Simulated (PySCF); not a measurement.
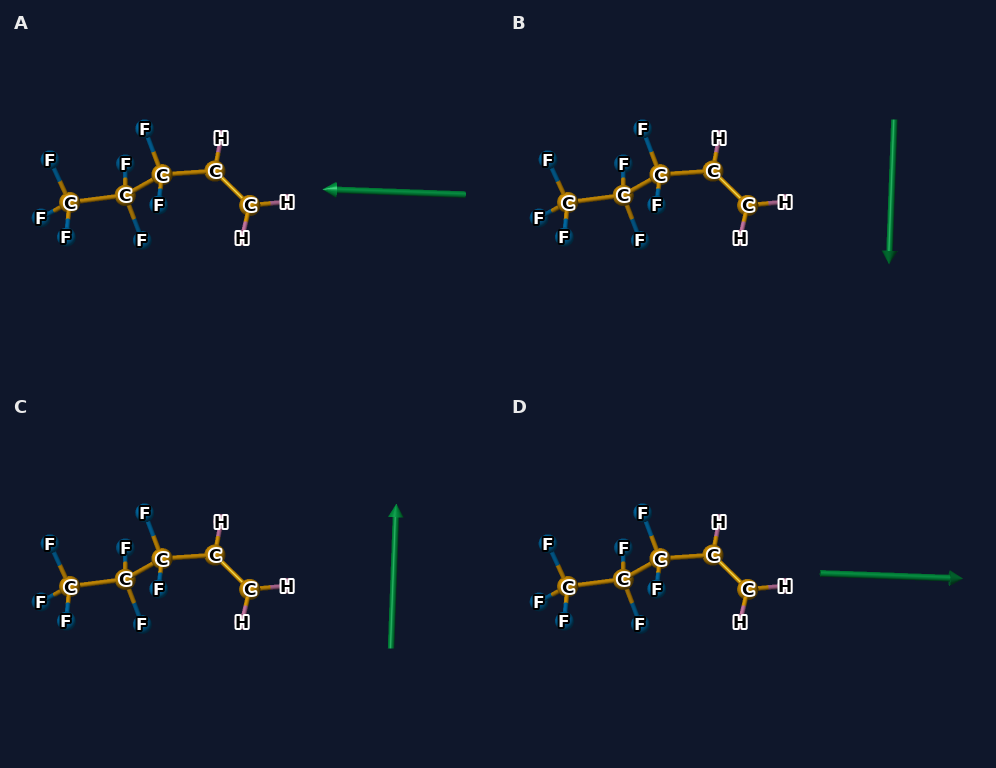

The same molecule four times, each with an arrow. The computed structure is the end point of a GFN2-xTB optimisation. No frequency run is at hand to confirm it as a minimum. Level of theory: PBE0/pcSseg-1, gas phase (PySCF 2.14.0).

### Which arrow points along the dipole moment, from the negative to the positive end?

D. The dipole moment is 2.65 D.
